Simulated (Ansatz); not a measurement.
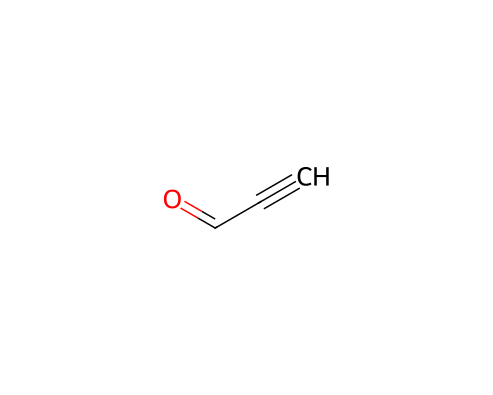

Skeletal drawing of a molecule.

Question: Write the SMILES.

Answer: C#CC=O

Question: Give the formula, hydrogens included.

Answer: C3H2O.

Question: An optimisation with PBE0-D4/def2-TZVP gave a structure of which point group?

Answer: Cs.

More results for the same structure follow; atom numbers are the same in all pictures, views and colours differ. Computed geometry: PBE0-D4/def2-TZVP optimisation.

## Electronic properties

Method: RKS HSE06-D4/def2-TZVPP (Ansatz 0.2.0).

What does the calculation give?

- HOMO energy (Kohn–Sham orbital): −7.80 eV
- LUMO energy (Kohn–Sham orbital): −2.57 eV
- HOMO–LUMO gap: 5.24 eV

## Dipole moment

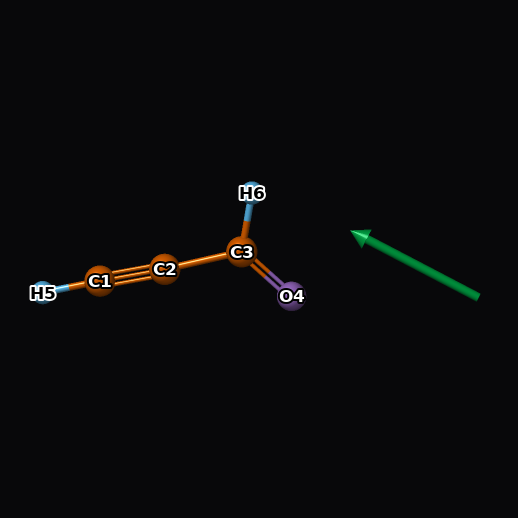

The arrow beside the molecule shows the direction of the dipole moment, from the negative to the positive end (its length means nothing). Properties computed with RKS r2SCAN-D4/def2-TZVPP (Ansatz 0.2.0).

Question: How large is the dipole moment?

Answer: 2.90 D; it points from the side of O4 to the side of H5 (the outermost atoms at the two ends).

## Thermal motion

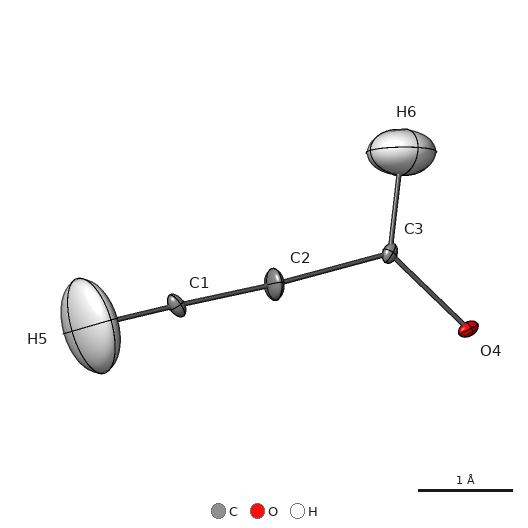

Displacement ellipsoids at the 50 % level, enlarged 2 times, from the internal vibrations of the free molecule (harmonic, no overall translation or rotation; no half-axis is drawn under 0.075 Å). Vibrations computed with RKS PBE0-D4/def2-TZVP (Ansatz 0.2.0). Temperature: 100 K.

Question: Which atom has the largest mean-square displacement?

Answer: H5, with U_eq = 0.0194 Å².

Question: Does H5 move more along its bond or across it?

Answer: Across it: the root-mean-square amplitude is 0.075 Å along the bond and up to 0.169 Å across, since bending and torsion are softer than stretching.

List U_eq and the three principal root-mean-square amplitudes for each kind of atom.

| atom | U_eq (Å²) | rms amplitudes (Å) |
| --- | --- | --- |
| C1 | 0.0012 | 0.028, 0.031, 0.044 |
| C2 | 0.0024 | 0.028, 0.056, 0.058 |
| C3 | 0.00090 | 0.025, 0.027, 0.037 |
| O4 | 0.00072 | 0.009, 0.020, 0.041 |
| H5 | 0.0194 | 0.075, 0.156, 0.169 |
| H6 | 0.0122 | 0.079, 0.119, 0.127 |
